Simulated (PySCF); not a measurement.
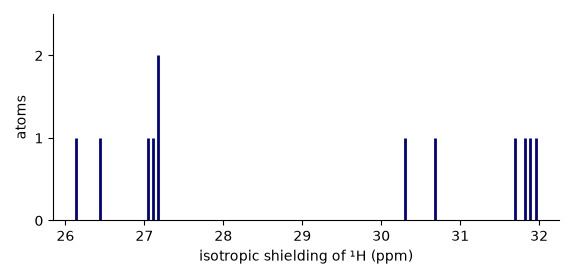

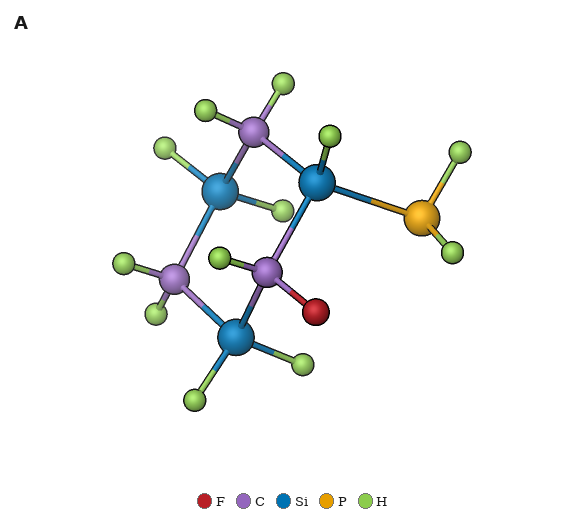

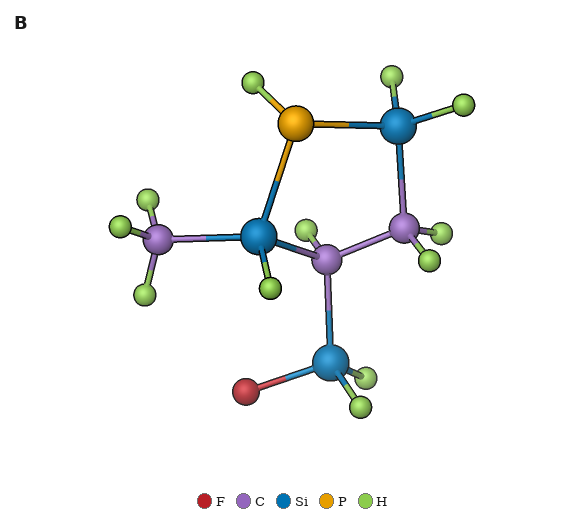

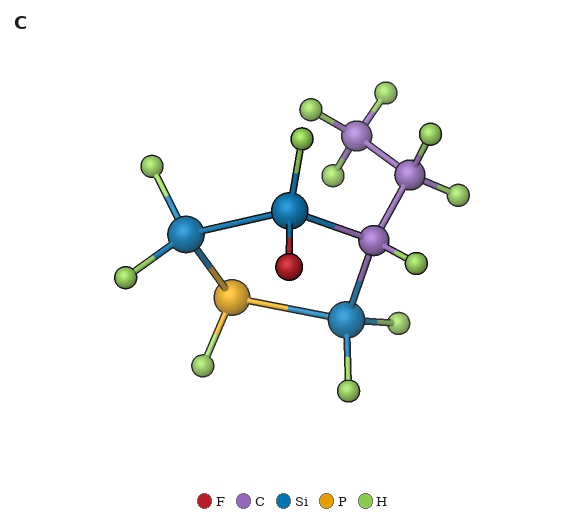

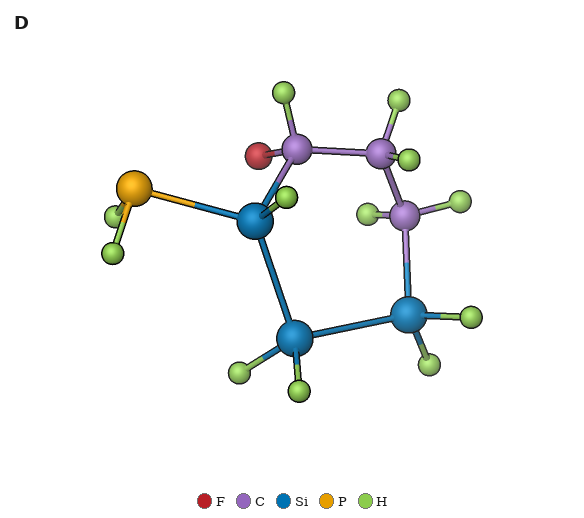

The sticks are computed shieldings of one of the molecules, for one fixed geometry (GFN2-xTB) without averaging over rotations. Low shielding means a high chemical shift. Method: GIAO PBE0/pcSseg-1 NMR shielding, non-relativistic, gas phase (PySCF 2.14.0).

### Which molecule gives this pattern?

A, `F[C@@H]1[SiH2]C[SiH2]C[Si@@H]1P`. Its 12 H atoms give lines at 26.14, 26.43, 27.05, 27.10, 27.17 (2 atoms), 30.31, 30.68, 31.70, 31.82, 31.88, 31.96 ppm.

The geometry is semi-empirical. Around P, Si such bond lengths and angles can be off by a tenth of an ångström or more and by several degrees, and values that hang on the shape move with them.
